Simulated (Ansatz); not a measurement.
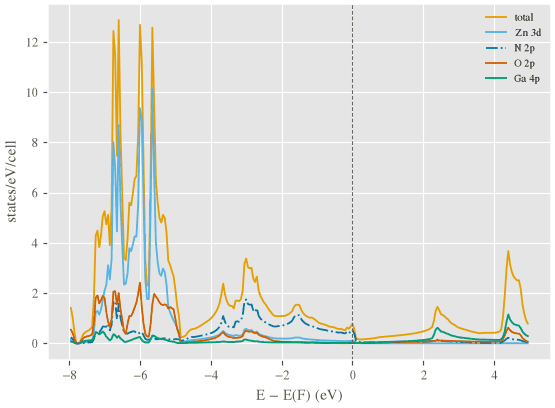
Fig. 1. Total and projected density of states of ZnGaNO in space group P3m1 (No. 156; Ga on 1b, N on 1b, Zn on 1c, O on 1c), plane-wave PAW r²SCAN (Ansatz code)

### Question
Which orbitals carry the states next to the Fermi level?

### Answer
Within 0.5 eV of the Fermi level: N 2p 65 %, Zn 3d 14 %, Ga 4s 7 %, Ga 4p 5 %. Projections are on Löwdin-orthogonalised atomic valence shells; empty p or d shells of many metals are not among them.

### Question
Where is the tallest occupied peak in this window, and what makes it?

### Answer
Near -6.6 eV, about 13 states/eV per cell; the largest projected share is Zn 3d.

The start of the workflow was typed in or built on a structure type; the Crystallography Open Database copy checked does not list it. Its standing as an ambient phase is unchecked. Symmetry was held in the r²SCAN relaxation; its stability against distortions is not shown here. Spin–orbit coupling is left out wherever it is not named.

Potentials: the later of the program's two PAW sets.
